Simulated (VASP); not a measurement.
# BaCdTeSe: structure and properties in VASP, part 2 of 4

What structure does BaCdTeSe take at this level, and what are its properties? The cell is invented: it takes the structure of a Materials Project entry for ZnCdTeSe (space group 160 there), with some of its atoms replaced by other elements, volume scaled by an estimate. It may not be a known or stable phase. The atoms of the start are displaced at random from the sites of a R3m cell.

VASP 6.6.1, plane waves and PAW; the level of theory is named at each step.

So far, gap on the k-mesh (eV): step 2 (rough relaxation of the start cell) 1.00.

### 3. Full relaxation (PBE)

Level of this step: PBE; plane waves and PAW (Ba_sv, Te, Cd, Se); invented cell (VASP).

Properties are meant for the cell that this level of theory prefers, so cell and atoms are relaxed first (ISIF = 3) until forces and stress are small; EDIFFG sets the threshold.

Contents of INCAR:

```
SYSTEM = BaCdTeSe
PREC = Accurate
ENCUT = 400
EDIFF = 1E-06
NELM = 100
ISMEAR = 0
SIGMA = 0.05
LREAL = .FALSE.
ALGO = Normal
GGA = PE
NBANDS = 23
LORBIT = 11
LWAVE = .FALSE.
LCHARG = .FALSE.
KPAR = 2
IBRION = 2
NSW = 60
ISIF = 3
EDIFFG = -0.01
```

Contents of POSCAR:

```
BaCdTeSe
1.0
    2.4882204127      1.4174577220      8.2275277403
   -2.4310240857      1.4156970452      8.2099278922
    0.0270814400     -2.8443763113      8.2206302449
Ba Te Cd Se
1 1 1 1
Direct
    0.6314349175      0.6263145568      0.6297973024
    0.4842049808      0.4941390936      0.4873570586
    0.1172199836      0.1245631495      0.1195355434
    0.0121411181      0.0107142001      0.0117170956
```

Contents of KPOINTS:

```
Automatic mesh
0
Gamma
6 6 6
0 0 0
```

PAW data sets: Ba_sv, Te, Cd and Se (PBE family, release 64).

Launch:

```console
> mpirun -np 2 vasp_std
```

The program printed:

```text
[... set-up lines as in an earlier step ...]
 entering main loop
       N       E                     dE             d eps       ncg     rms          rms(c)
DAV:   1     0.191659790358E+03    0.19166E+03   -0.12264E+04  5152   0.100E+03
DAV:   2    -0.374773427757E+00   -0.19203E+03   -0.18507E+03  6512   0.242E+02
DAV:   3    -0.143334243715E+02   -0.13959E+02   -0.13895E+02  7549   0.670E+01
DAV:   4    -0.146528784952E+02   -0.31945E+00   -0.31920E+00  7592   0.803E+00
DAV:   5    -0.146565692298E+02   -0.36907E-02   -0.36906E-02  6981   0.792E-01    0.611E+00
DAV:   6    -0.136447395802E+02    0.10118E+01   -0.18511E+00  6601   0.964E+00    0.465E+00
DAV:   7    -0.135376668228E+02    0.10707E+00   -0.10276E+00  6692   0.462E+00    0.227E+00
DAV:   8    -0.135414828738E+02   -0.38161E-02   -0.12015E-01  6643   0.249E+00    0.567E-01
DAV:   9    -0.135444963368E+02   -0.30135E-02   -0.16384E-02  6643   0.108E+00    0.186E-01
DAV:  10    -0.135474681274E+02   -0.29718E-02   -0.59853E-03  5971   0.430E-01    0.157E-01
DAV:  11    -0.135486855847E+02   -0.12175E-02   -0.14348E-03  5810   0.178E-01    0.483E-02
DAV:  12    -0.135488823323E+02   -0.19675E-03   -0.24106E-04  6848   0.738E-02    0.233E-02
DAV:  13    -0.135489310605E+02   -0.48728E-04   -0.60115E-05  5873   0.331E-02    0.688E-03
DAV:  14    -0.135489371536E+02   -0.60932E-05   -0.57561E-06  5551   0.113E-02    0.374E-03
DAV:  15    -0.135489396418E+02   -0.24882E-05   -0.37106E-06  4921   0.806E-03    0.174E-03
DAV:  16    -0.135489398907E+02   -0.24889E-06   -0.27555E-07  4690   0.266E-03
   1 F= -.13548940E+02 E0= -.13548940E+02  d E =-.135489E+02
 curvature:   0.00 expect dE= 0.000E+00 dE for cont linesearch  0.000E+00
 trial: gam= 0.00000 g(F)=  0.725E-04 g(S)=  0.199E-03 ort = 0.000E+00 (trialstep = 0.100E+01)
 search vector abs. value=  0.271E-03
 bond charge predicted
       N       E                     dE             d eps       ncg     rms          rms(c)
DAV:   1    -0.135500359846E+02   -0.10963E-02   -0.37313E-02  5320   0.134E+00    0.209E-01
DAV:   2    -0.135492815947E+02    0.75439E-03   -0.21701E-03  6699   0.423E-01    0.731E-02
DAV:   3    -0.135491216590E+02    0.15994E-03   -0.29759E-04  6363   0.112E-01    0.498E-02
DAV:   4    -0.135490934985E+02    0.28161E-04   -0.76351E-05  7420   0.550E-02    0.119E-02
DAV:   5    -0.135490945444E+02   -0.10459E-05   -0.11097E-05  7114   0.239E-02    0.824E-03
DAV:   6    -0.135490950715E+02   -0.52717E-06   -0.59899E-07  4263   0.621E-03
   2 F= -.13549095E+02 E0= -.13549095E+02  d E =-.155181E-03
 trial-energy change:   -0.000155  1 .order   -0.000154   -0.000271   -0.000037
 step:   1.1585(harm=  1.1585)  dis= 0.00137  next Energy=   -13.549097 (dE=-0.157E-03)
 reached required accuracy - stopping structural energy minimisation
```

It took 8.6 min on 2 MPI ranks of Intel Xeon 6975P-C (Granite Rapids), shared host; peak memory 1.6 GiB; 17 min of CPU time.

OUTCAR, selected parts (step 3):

```text
  LATTYP: Found a triclinic cell.
 ALAT       =     4.9192762974
 B/A-ratio  =     0.9998211156
 C/A-ratio  =     1.7709186600
 COS(alpha) =     0.0038716189
 COS(beta)  =     0.2890555696
 COS(gamma) =     0.4994723950

The static configuration has the point symmetry C_1 .

 Found    112 irreducible k-points:

   k-points           NKPTS =    112   k-points in BZ     NKDIM =    112   number of bands    NBANDS=     23

   dimension x,y,z NGX =    60 NGY =   60 NGZ =   60
   dimension x,y,z NGXF=   120 NGYF=  120 NGZF=  120

   ENCUT  =  400.0 eV  29.40 Ry    5.42 a.u.  14.21 14.15 14.19*2*pi/ulx,y,z

   NELECT =      34.0000    total number of electrons

 E-fermi :   0.8106

 k-point     1 :       0.0000    0.0000    0.0000
  band No.  band energies     occupation
    ...
     13      -0.4701      2.00000
     14      -0.4685      2.00000
     15       0.1165      2.00000
     16       0.4442      2.00000
     17       0.4449      2.00000
     18       1.5240      0.00000
     19       3.8832      0.00000
     20       4.5854      0.00000
     21       4.5940      0.00000
     22       5.5834      0.00000
    ...

 k-point     2 :       0.1667    0.0000   -0.0000
  band No.  band energies     occupation
    ...
     13      -0.6392      2.00000
     14      -0.4311      2.00000
     15      -0.4234      2.00000
     16       0.1225      2.00000
     17       0.2897      2.00000
     18       2.5659      0.00000
     19       4.1811      0.00000
     20       4.3755      0.00000
     21       4.7496      0.00000
     22       5.0812      0.00000
    ...

  Total       -0.0010035     -0.0040327      0.0258406     -0.0047233     -0.0039358      0.0095364
  in kB       -0.0093473     -0.0375647      0.2407035     -0.0439967     -0.0366619      0.0888313
  external PRESSURE =       0.0645972 kB  Pullay stress =       0.0000000 kB

  energy-cutoff  :      400.00
  volume of cell :      172.00
      direct lattice vectors                 reciprocal lattice vectors
     2.488194649  1.414074662  8.230619600     0.203293136  0.117485533  0.039855297
    -2.426917785  1.413817781  8.211520545    -0.203621034  0.117507055  0.041368091
     0.030422459 -2.842358007  8.223530871    -0.000144727 -0.234922244  0.040404941

 POSITION                                       TOTAL-FORCE (eV/Angst)
 -----------------------------------------------------------------------------------
      0.06988     -0.01152     15.52043         0.001614     -0.000034      0.006876
      0.02047     -0.00201     12.05052        -0.001670     -0.000246      0.001294
     -0.00715      0.00218      2.97092        -0.000837      0.000471     -0.002309
      0.00503     -0.00117      0.28304         0.000894     -0.000191     -0.005862
 -----------------------------------------------------------------------------------
    total drift:                                0.000054      0.000213      0.000564

  FREE ENERGIE OF THE ION-ELECTRON SYSTEM (eV)
  ---------------------------------------------------
  free  energy   TOTEN  =       -13.5490950715 eV

  energy  without entropy=      -13.5490950715  energy(sigma->0) =      -13.54909507

 total charge
# of ion       s       p       d       tot
------------------------------------------
    1        2.020   5.597   0.321   7.939
    2        1.352   2.025   0.010   3.387
    3        0.442   0.245   9.538  10.226
    4        1.441   2.451   0.007   3.899
--------------------------------------------------
tot          5.255  10.319   9.877  25.451

[... 2 parts as in an earlier step ...]

[... 7 further parts left out ...]
```

CONTCAR:

```
BaCdTeSe
   1.00000000000000
     2.4881946486733626    1.4140746623252627    8.2306195997975209
    -2.4269177847762795    1.4138177807556285    8.2115205447731405
     0.0304224593181844   -2.8423580074776820    8.2235308710639323
  Ba              Te              Cd              Se
     1     1     1     1
Direct
     0.6314256174033078    0.6264675802728992    0.6297972311694612
     0.4842020786347444    0.4941031200589329    0.4873692380687038
     0.1172088229060641    0.1246129397781711    0.1195292332263786
     0.0121644810558856    0.0105473598899870    0.0117112975354495
```

Step by step:

| step | energy less that of the first step (eV) | largest force (eV/Å) | pressure (GPa) | volume (Å³) |
| --- | --- | --- | --- | --- |
| 1 | 0.0000 | 0.0274 | -0.04 | 172.28 |
| 2 | -0.0002 | 0.0071 | 0.01 | 172.00 |

| cell as run | before | after | change |
| --- | --- | --- | --- |
| a (Å) | 8.712 | 8.714 | +0.0 % |
| b (Å) | 8.679 | 8.679 | +0.0 % |
| c (Å) | 8.699 | 8.701 | +0.0 % |
| α (°) | 32.88 | 32.85 | -0.1 % |
| β (°) | 32.84 | 32.79 | -0.2 % |
| γ (°) | 32.86 | 32.83 | -0.1 % |
| volume (Å³/atom) | 43.07 | 43.00 | -0.2 % |

Final coordinates:

```
Ba Te Cd Se
1.0
     2.48819    1.41407    8.23062
    -2.42692    1.41382    8.21152
     0.03042   -2.84236    8.22353
Ba Te Cd Se
1 1 1 1
Direct
  0.63143 0.62647 0.62980
  0.48420 0.49410 0.48737
  0.11721 0.12461 0.11953
  0.01216 0.01055 0.01171
```

Numbers from this step:

```
irreducible k-points            : 112
free energy (TOTEN)             : -13.55 eV
Fermi energy                    : 0.8106 eV
pressure                        : 0.006460 GPa
SCF cycles over all ionic steps : 22
gap on the k-mesh               : 1.021 eV
least direct gap on the k-mesh  : 1.079 eV
```

It ends with a largest force of 0.007 eV/Å and a pressure of 0.01 GPa.

### 4. Density, ELF and potential (PBE)

The relaxed cell gets a fresh self-consistent run, on a basis set for its own volume, to fix the density and to check the remaining stress.

Edit INCAR of step 3 so:

```diff
@@ -13,7 +13,5 @@
 LWAVE = .FALSE.
-LCHARG = .FALSE.
-KPAR = 2
-IBRION = 2
-NSW = 60
-ISIF = 3
-EDIFFG = -0.01
+LCHARG = .TRUE.
+ISIF = 2
+LELF = .TRUE.
+LVHAR = .TRUE.
```

Contents of POSCAR:

```
BaCdTeSe
1.0
    2.4881946487      1.4140746623      8.2306195998
   -2.4269177848      1.4138177808      8.2115205448
    0.0304224593     -2.8423580075      8.2235308711
Ba Te Cd Se
1 1 1 1
Direct
    0.6314256174      0.6264675803      0.6297972312
    0.4842020786      0.4941031201      0.4873692381
    0.1172088229      0.1246129398      0.1195292332
    0.0121644811      0.0105473599      0.0117112975
```

KPOINTS is that of step 3.

Launch:

```console
> mpirun -np 2 vasp_std
```

The program printed:

```text
[banner, memory and clock lines left out]
running    2 mpi-ranks, on    1 nodes
 distrk:  each k-point on    2 cores,    1 groups
 distr:  one band on    1 cores,    2 groups

 POSCAR found type information on POSCAR BaTeCdSe
 POSCAR found :  4 types and       4 ions
 LDA part: xc-table for (Slater+PW92), standard interpolation
|                                                                             |
|           W    W    AA    RRRRR   N    N  II  N    N   GGGG   !!!           |
|           W    W   A  A   R    R  NN   N  II  NN   N  G    G  !!!           |
|           W    W  A    A  R    R  N N  N  II  N N  N  G       !!!           |
|           W WW W  AAAAAA  RRRRR   N  N N  II  N  N N  G  GGG   !            |
|           WW  WW  A    A  R   R   N   NN  II  N   NN  G    G                |
|           W    W  A    A  R    R  N    N  II  N    N   GGGG   !!!           |
|                                                                             |
|     The number of bands has been changed from the values supplied in        |
|     The orbitals not found in the WAVECAR file will be initialized with     |
|     random numbers, which is usually adequate. For correlated               |
|     calculations, however, you should redo the groundstate calculation.     |
|     I found NBANDS = 23. Now, NBANDS = 24.                                  |
|                                                                             |

 POSCAR, INCAR and KPOINTS ok, starting setup
 FFT: planning ... GRIDC
 FFT: planning ... GRID_SOFT
 FFT: planning ... GRID
 WAVECAR not read
 entering main loop
       N       E                     dE             d eps       ncg     rms          rms(c)
DAV:   1     0.189353963917E+03    0.18935E+03   -0.12260E+04  5376   0.961E+02
DAV:   2    -0.118754906580E+01   -0.19054E+03   -0.18286E+03  6864   0.235E+02
DAV:   3    -0.143503607897E+02   -0.13163E+02   -0.13104E+02  7936   0.634E+01
DAV:   4    -0.146546590333E+02   -0.30430E+00   -0.30410E+00  8024   0.746E+00
DAV:   5    -0.146576510278E+02   -0.29920E-02   -0.29919E-02  7344   0.694E-01    0.612E+00
DAV:   6    -0.136456028743E+02    0.10120E+01   -0.17681E+00  6856   0.924E+00    0.467E+00
DAV:   7    -0.135377824453E+02    0.10782E+00   -0.10131E+00  7064   0.444E+00    0.225E+00
DAV:   8    -0.135414035207E+02   -0.36211E-02   -0.11671E-01  7072   0.238E+00    0.577E-01
DAV:   9    -0.135444987505E+02   -0.30952E-02   -0.16116E-02  7040   0.104E+00    0.185E-01
DAV:  10    -0.135473887917E+02   -0.28900E-02   -0.57930E-03  6304   0.412E-01    0.155E-01
DAV:  11    -0.135485822966E+02   -0.11935E-02   -0.13626E-03  6384   0.169E-01    0.494E-02
DAV:  12    -0.135487899131E+02   -0.20762E-03   -0.26234E-04  6768   0.752E-02    0.226E-02
DAV:  13    -0.135488378981E+02   -0.47985E-04   -0.58887E-05  6296   0.322E-02    0.723E-03
DAV:  14    -0.135488440297E+02   -0.61316E-05   -0.56988E-06  5728   0.107E-02    0.359E-03
DAV:  15    -0.135488463930E+02   -0.23633E-05   -0.35580E-06  5104   0.753E-03    0.175E-03
DAV:  16    -0.135488466464E+02   -0.25345E-06   -0.27870E-07  4984   0.261E-03
   1 F= -.13548847E+02 E0= -.13548847E+02  d E =-.106685E-19
```

Elapsed: 7.3 min, on 2 MPI ranks; peak memory 1.1 GiB; 15 min of CPU time.

Parts of OUTCAR (step 4):

```text
  LATTYP: Found a triclinic cell.
 ALAT       =     4.9146411531
 B/A-ratio  =     1.0000872663
 C/A-ratio  =     1.7658639136
 COS(alpha) =     0.0026073412
 COS(beta)  =     0.2785931925
 COS(gamma) =     0.4999401920

The static configuration has the point symmetry C_1 .

 Found    112 irreducible k-points:

   k-points           NKPTS =    112   k-points in BZ     NKDIM =    112   number of bands    NBANDS=     24

   NELECT =      34.0000    total number of electrons

 E-fermi :   0.8087

 k-point     1 :       0.0000    0.0000    0.0000
  band No.  band energies     occupation
    ...
     13      -0.4700      2.00000
     14      -0.4685      2.00000
     15       0.1164      2.00000
     16       0.4440      2.00000
     17       0.4448      2.00000
     18       1.5238      0.00000
     19       3.8830      0.00000
     20       4.5854      0.00000
     21       4.5941      0.00000
     22       5.5835      0.00000
    ...

 k-point     2 :       0.1667   -0.0000   -0.0000
  band No.  band energies     occupation
    ...
     13      -0.6392      2.00000
     14      -0.4310      2.00000
     15      -0.4235      2.00000
     16       0.1224      2.00000
     17       0.2896      2.00000
     18       2.5657      0.00000
     19       4.1811      0.00000
     20       4.3754      0.00000
     21       4.7497      0.00000
     22       5.0812      0.00000
    ...

  Total       -0.0030519     -0.0057978      0.0223921     -0.0043310     -0.0038249      0.0092090
  in kB       -0.0284282     -0.0540064      0.2085803     -0.0403432     -0.0356291      0.0857815
  external PRESSURE =       0.0420486 kB  Pullay stress =       0.0000000 kB

  energy-cutoff  :      400.00
  volume of cell :      172.00
      direct lattice vectors                 reciprocal lattice vectors
     2.488194649  1.414074662  8.230619600     0.203293136  0.117485533  0.039855297
    -2.426917785  1.413817781  8.211520545    -0.203621034  0.117507055  0.041368091
     0.030422459 -2.842358008  8.223530871    -0.000144727 -0.234922244  0.040404941

 POSITION                                       TOTAL-FORCE (eV/Angst)
 -----------------------------------------------------------------------------------
      0.06988     -0.01152     15.52043         0.001637     -0.000046      0.006994
      0.02047     -0.00201     12.05052        -0.001712     -0.000229      0.001224
     -0.00715      0.00218      2.97092        -0.000817      0.000462     -0.002505
      0.00503     -0.00117      0.28304         0.000892     -0.000188     -0.005712
 -----------------------------------------------------------------------------------
    total drift:                                0.000034      0.000220      0.000815

  FREE ENERGIE OF THE ION-ELECTRON SYSTEM (eV)
  ---------------------------------------------------
  free  energy   TOTEN  =       -13.5488466464 eV

  energy  without entropy=      -13.5488466464  energy(sigma->0) =      -13.54884665

[... 4 parts as in an earlier step ...]

[... 7 further parts left out ...]
```

This step gave:

```yaml
scf_cycles: 16
bands: 24
fermi_energy: 0.8087 eV
pressure: 0.004205 GPa
```

Valence electrons inside each PAW sphere by angular momentum. Sphere charges, by row:

```
atom  s (e)  p (e)  d (e)  tot (e)
 Ba1   2.02  5.597  0.321    7.939
 Te2  1.352  2.025   0.01    3.387
 Cd3  0.442  0.245  9.538    10.23
 Se4  1.441  2.451  0.007    3.899
```

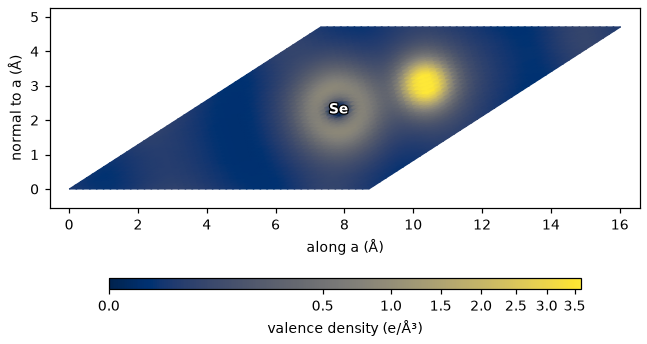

Valence density in the ac plane at fractional y = 0.011, with atoms of Se within 0.2 Å of it. It is the smooth field of the valence electrons, not physical close to the nuclei. The map starts off the cell's origin, so that atoms lie inside it. The colour scale is stretched toward low values.

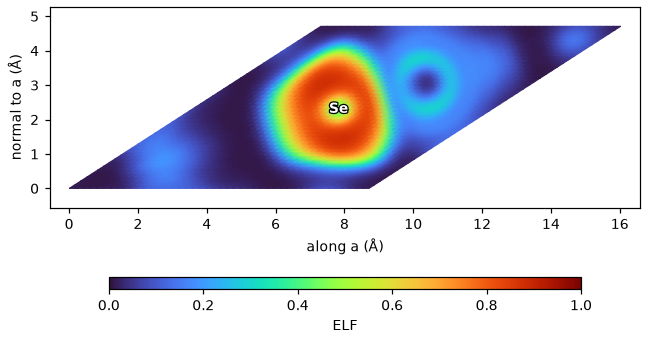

ELF in the ac plane at fractional y = 0.011, with atoms of Se within 0.2 Å of it. It is the smooth field of the valence electrons, not physical close to the nuclei. The map starts off the cell's origin, so that atoms lie inside it.

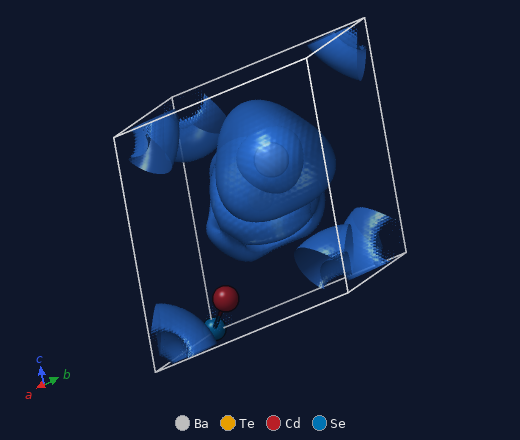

Surface of ELF = 0.84.

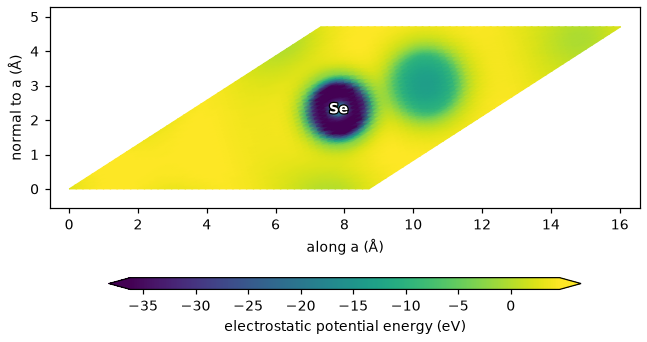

Electrostatic potential energy in the ac plane at fractional y = 0.011, with atoms of Se within 0.2 Å of it. With pseudopotentials it is smooth inside the atoms' cores, unlike the true potential. The map starts off the cell's origin, so that atoms lie inside it.

In this run the pressure is 0.00 GPa, small enough to go on.

[end of part 2 of 4]

[Lines on the potential files, build, host, timing and source positions are cut from VASP's logs without a mark.]

[Logs are printed without paths, hosts, clocks, repeated set-up lines and the standing remarks that a program may print on its own settings, such as how far it seeks lower states.]

[Hosts, paths, dates, database ids (printed as entryN), source tags and the programs' standing remarks are cut or masked in the printed files.]

[A measured line is paired with the nearest computed mode of its activity, which favours agreement.]
